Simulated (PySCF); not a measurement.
C6H16NSi, SMILES C(C)([CH2])N(C(C)C)[SiH3], doublet at its GFN2-xTB optimised geometry (Å):

```
24

C     -2.2405     0.8316     0.5619
C     -1.3681     0.3357    -0.5147
C     -1.2976     1.2938    -1.7057
N     -0.0304     0.0238     0.0000
Si     0.5325    -1.5994     0.0000
C      0.6403     1.0979     0.7140
C      1.9265     1.5126    -0.0030
C      0.9340     0.7321     2.1686
H     -2.3298     0.2615     1.4667
H     -2.6559     1.8204     0.5377
H     -1.7600    -0.6253    -0.8819
H     -0.6479     0.8801    -2.4729
H     -2.2915     1.4364    -2.1227
H     -0.9064     2.2621    -1.4027
H      0.0252    -2.2054    -1.2329
H      1.9950    -1.5994     0.0000
H      0.0641    -2.3923     1.1500
H     -0.0444     1.9552     0.7197
H      1.7183     1.7435    -1.0444
H      2.6559     0.7088     0.0320
H      2.3534     2.3923     0.4734
H      1.6479    -0.0860     2.2162
H      1.3477     1.5895     2.6950
H      0.0198     0.4241     2.6696
```

Calculation: unrestricted PBE0/def2-SVP (PySCF 2.14.0). Cells within 0.4 Å of a nucleus heavier than hydrogen are left out (blank, or x).

Map of the deformation density (molecule minus spherical neutral atoms) (e/bohr³) on the plane z = 0.8 Å:

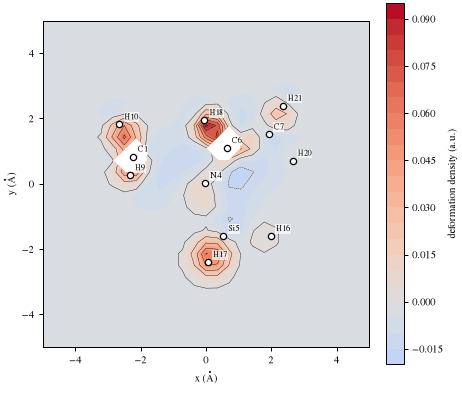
*Deformation density (molecule minus spherical neutral atoms) (e/bohr³) on the plane z = 0.8 Å.*
